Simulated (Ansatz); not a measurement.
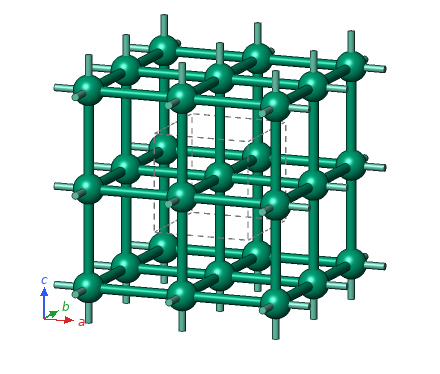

A cut-out of a periodic net derived from a crystal structure. Nodes are coloured by topological kind. Edges to nodes outside the piece are drawn as stubs.

Q: What net is this?

A: A uninodal 6-connected, three-periodic net. It is the pcu net, known from NaCl, ReO3 and the B-X framework of perovskite.

Q: Give point symbol and coordination sequence.

A: 4^12.6^3, sequence 6, 18, 38, 66, 102, 146.

Origin of the net. The compound is Ca₄F (space group Pm-3m, No. 221), taken as coordinates from a relaxation with DFT PBE, scalar-relativistic, plane waves, PAW (Ansatz); the starting structure was generated, so it need not be a known form of this composition. Bonds are taken as Ca–F below 3.1 Å; no other contact counts. Simplification: prune 0- and 1-connected atoms, fold 2-connected ones into links. F is a 6-connected node. Ca(3c) becomes part of the edges. Ca(1a) drops out.
